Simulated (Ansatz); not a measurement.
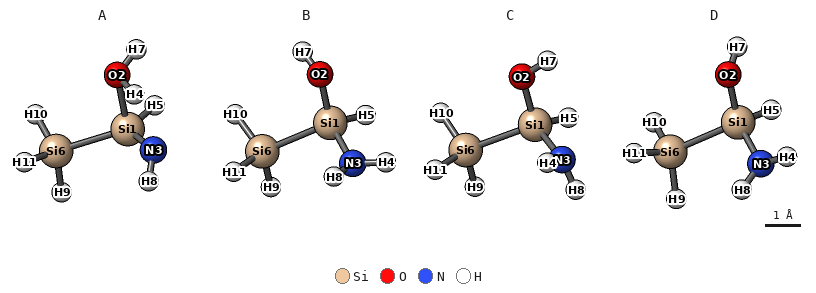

4 geometries from a converged minimum-energy path of Si2NH7O, shuffled. The picture is a ball-and-stick view, seen at a tilt.

Theory: RKS r2SCAN-D4/def2-mTZVP in Ansatz. Run with 9 movable images; climbing image; force threshold 0.03 eV/Å; iteration limit 60; starting path through a guess of the saddle point.

**One of them is the converged climbing image. Which?**

A. In order along the path, whose images run from 0 to 10: B (image 0, 0.0 kcal/mol), D (image 2, +0.8 kcal/mol), C (image 6, +0.9 kcal/mol), A (image 9, +62.5 kcal/mol). A hydrogen atom shifts from one atom to another. Breaking: N3–H4 (1.01 → 1.78 at the top → 2.18 Å). Forming: O2–H4 (3.26 → 1.04 at the top → 0.99 Å).
